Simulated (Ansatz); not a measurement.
# Al$_{2}$H$_{7}$NSi (SMILES [AlH2][N]([AlH2])[SiH3]): what the fields show

```xyz
11

Al    0.7755   -1.3544    1.8630
Al   -2.3228   -1.2822    1.2321
N    -0.5942   -1.1261    0.6798
Si   -0.2015   -0.7512   -1.0083
H     0.4282   -1.6901    3.3830
H     2.2638   -1.2027    1.3004
H    -2.5733   -1.6231    2.7715
H    -3.4942   -1.0744    0.1672
H    -1.4701   -0.5930   -1.8039
H     0.5889    0.5278   -1.1153
H     0.6193   -1.8483   -1.6365
```

Geometry: PBE-D3(BJ)/def2-SVP.

Method: isolated molecule in a Gaussian basis; Kohn-Sham density functional theory, functional PBE0 in Ansatz.

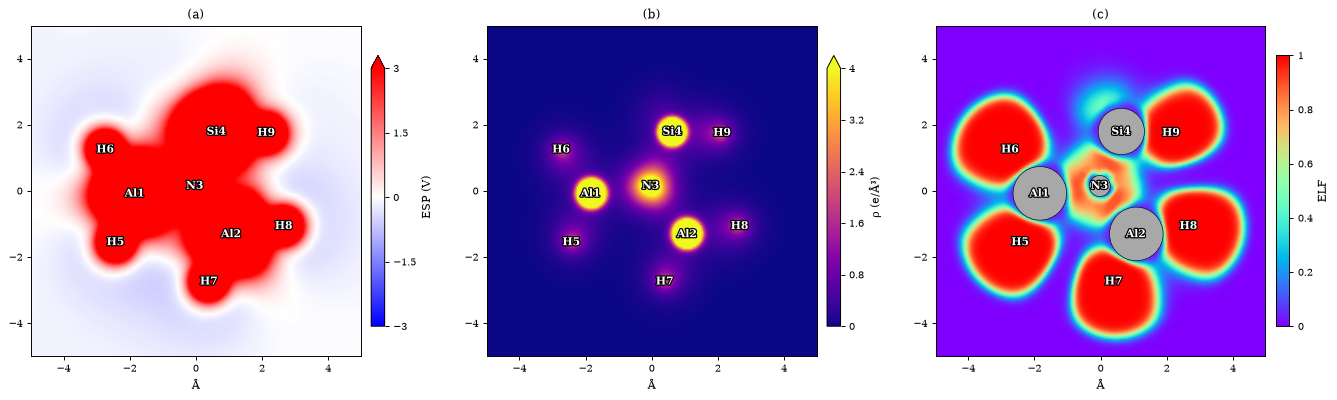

Figure 1. (a) electrostatic potential; (b) total electron density; (c) electron localisation function on the plane of atoms N3, Al1 and H6. Grey discs cover the atomic cores in the ELF map.

Question: What does the map show?

Answer:
- Atoms in the plane: Al, N, Si and H.
- Si–N (1.77 Å): the density is about 1 e/Å³ at the midpoint; the ELF peaks at about 0.90 between the atoms: a shared but strongly polarised pair.
- Al–N (1.82 Å): the density is about 0.77 e/Å³ at the midpoint; the ELF peaks at about 0.90 in the valence shell of N, 0.7 Å from its nucleus, and is about 0.55 at the midpoint.
- Si–H (1.51 Å): ρ at the midpoint is about 0.8 e/Å³; the ELF climbs to about 1 towards the hydrogen, as it does in any bond to H.
- Al–H (1.59 Å): the density is about 0.55 e/Å³ at the midpoint; the ELF climbs to about 1 towards the hydrogen.
- Outside the dense part of the molecule the potential is most negative (−0.5 V) near H7.

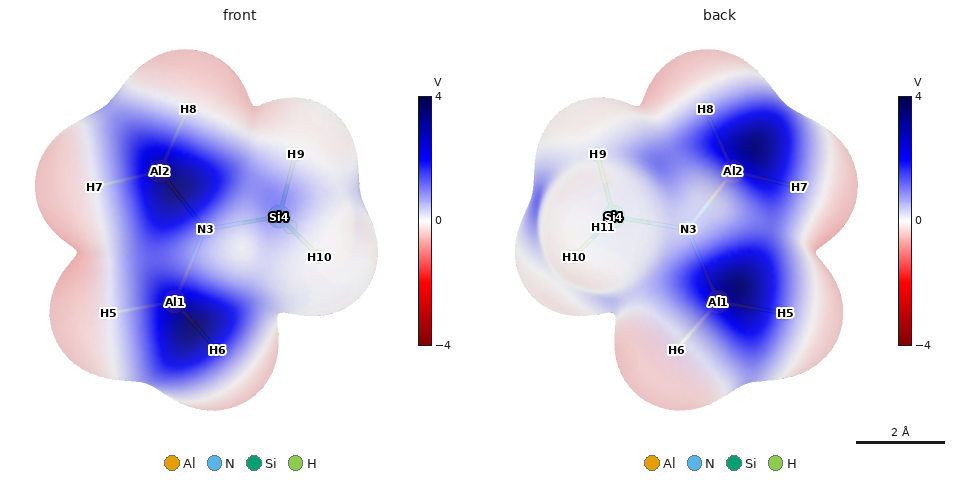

Figure 2. The molecular electrostatic potential painted on the density surface at 0.002 e/bohr³, seen from the front and from behind; red is negative and blue positive.

Question: Which sites attract a positive test charge, and which a negative one?

Answer: A positive charge is drawn to the negative regions and a negative charge to the positive ones. The most negative region (about −0.5 V) lies over H5 and H7, the most positive (about +3.5 V) over Al1 and Al2.

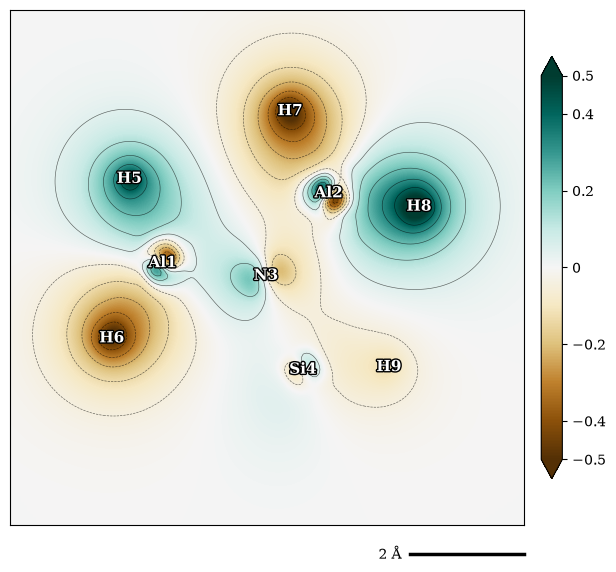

Figure 3. The HOMO−1 on the plane of atoms H5, Al1 and H6 (values in Å⁻³ᐟ²; the overall sign is arbitrary).

Question: Describe this orbital and give its energy.

Answer: By Hirshfeld shares it lies mainly on H8 (about 20 %), Al2 (about 20 %), H7 (about 15 %), H6 (about 15 %), Al1 (about 15 %) and H5 (about 10 %). Its energy is −8.29 eV.

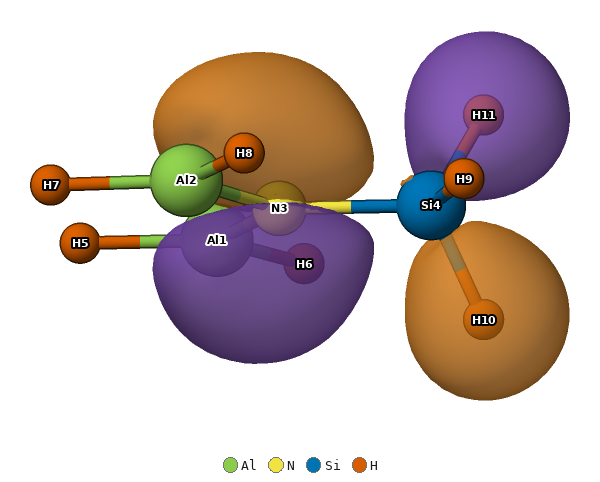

Figure 4. The HOMO at ±0.08 Å⁻³ᐟ² (orange and purple are the two phases), seen from one side.

Question: Where does this orbital lie, and at what energy?

Answer: Its weight (Hirshfeld) is mainly on N3 (about 50 %), Si4 (about 15 %), Al2 (about 10 %), H10 (about 10 %), H11 (about 10 %) and Al1 (about 10 %). Its energy is −8.00 eV.
